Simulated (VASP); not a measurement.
Band structure of Mg (relaxed from the simple-cubic structure, space group Pm-3m). Method: r2SCAN meta-GGA, VASP's PBE PAW potentials (set 64) (plane waves; VASP).

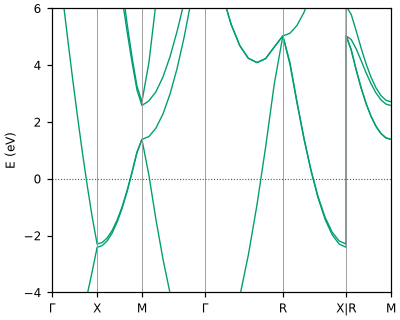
Fig. 1. Bands along high-symmetry lines, zero at the valence-band maximum or, without a gap, the Fermi level

Read the plot: is there a gap, and where are the band edges?

It has no gap at this level: it comes out as a metal or semimetal.

The structure was generated: Mg was put into the simple-cubic type (Pm-3m), which need not be its known phase. It was relaxed first.
